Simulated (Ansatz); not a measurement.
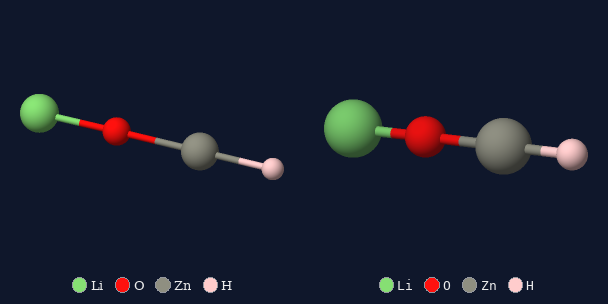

Two views of one molecule.

Computed geometry: PBE0-D4/def2-TZVP optimisation. No frequency run is at hand to confirm it as a minimum.

Question: Give the formula.

Answer: HLiOZn, 4 atoms: 1 hydrogen, 1 lithium, 1 oxygen and 1 zinc.

Question: How many sets of symmetry-equivalent atoms are there?

Answer: 4: 1 Li, 1 O, 1 Zn, 1 H.

The parts below concern this one geometry. Atoms keep their numbers from picture to picture.

## Shape

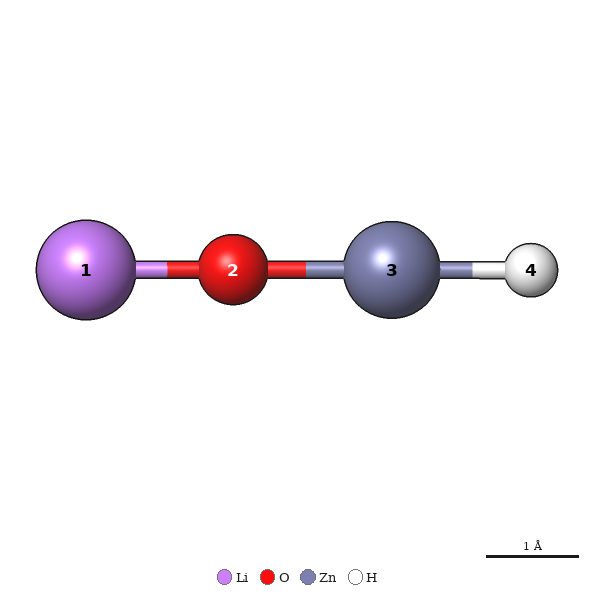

No frequency run is at hand to confirm it as a minimum.

What are the angles Li1–O2–Zn3, O2–Zn3–H4?

```json
{"angle": "Li1–O2–Zn3", "degrees": "179.7"}
{"angle": "O2–Zn3–H4", "degrees": "180.0"}
```

## Dipole moment

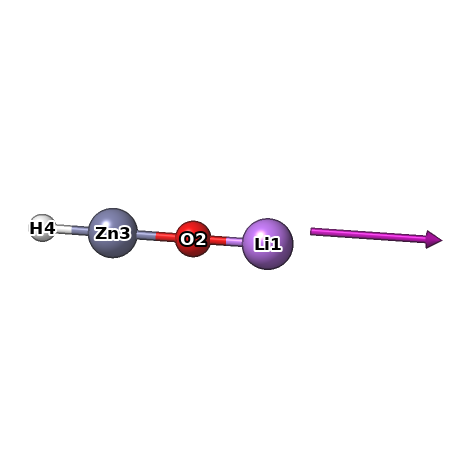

The arrow beside the molecule shows the direction of the dipole moment, from the negative to the positive end (its length means nothing). No frequency run is at hand to confirm it as a minimum. Level of theory: RKS PBE0-D4/def2-TZVP (Ansatz 0.2.0).

Question: How large is the dipole moment?

Answer: 5.76 D; it points from the side of H4 to the side of Li1 (the outermost atoms at the two ends).

## Electronic properties

No frequency run is at hand to confirm it as a minimum. Level of theory: RKS PBE0-D4/def2-TZVPP (Ansatz 0.2.0).

Predict the main results.

- HOMO energy (Kohn–Sham orbital): −6.22 eV
- LUMO energy (Kohn–Sham orbital): −0.96 eV
- HOMO–LUMO gap: 5.26 eV

## Charges

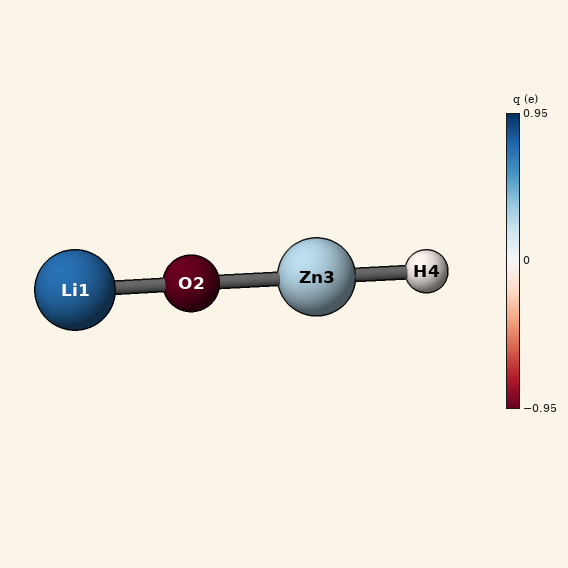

Atoms are coloured by their Mulliken charges. No frequency run is at hand to confirm it as a minimum. Properties computed with RKS PBE0-D4/def2-TZVP (Ansatz 0.2.0).

List the Mulliken charges.

```json
{"atom": "Li1", "value (e)": "0.72"}
{"atom": "O2", "value (e)": "−0.94"}
{"atom": "Zn3", "value (e)": "0.27"}
{"atom": "H4", "value (e)": "−0.05"}
```

Mulliken values depend strongly on the basis set and can even reverse the polarity of a bond.
